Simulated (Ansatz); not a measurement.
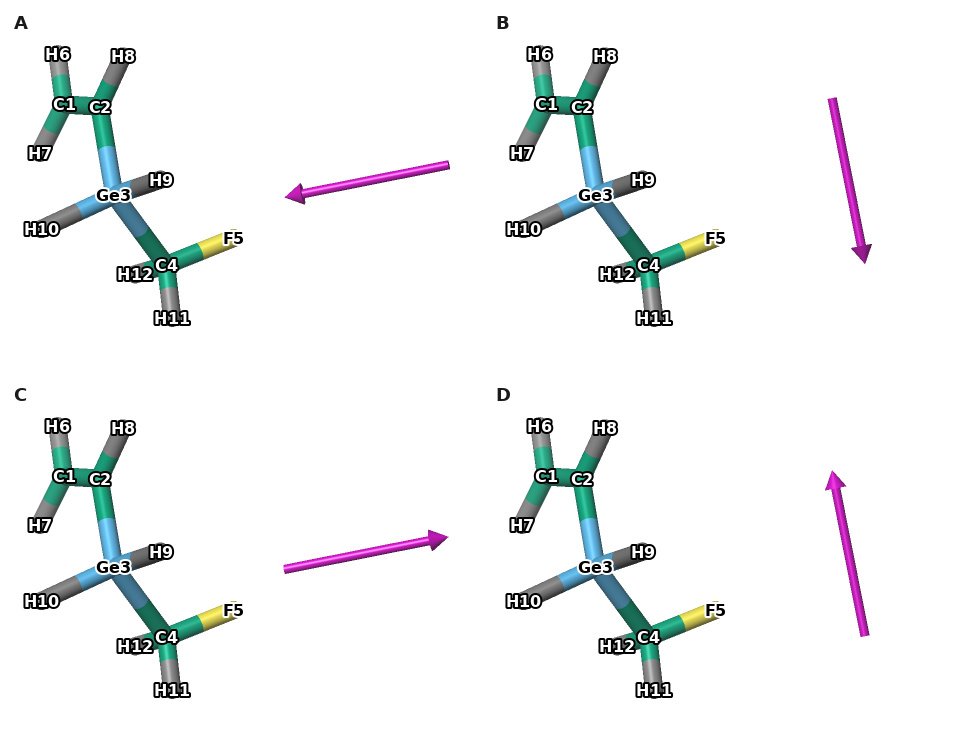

The same molecule four times, each with an arrow. Computed geometry: PBE-D4/def2-SVP optimisation. No frequency run is at hand to confirm it as a minimum. Method: RKS PBE-D4/def2-SVP (Ansatz 0.2.0).

### Which arrow points along the dipole moment, from the negative to the positive end?

A. The dipole moment is 1.28 D; it points from the side of F5 to the side of H7 (the outermost atoms at the two ends).
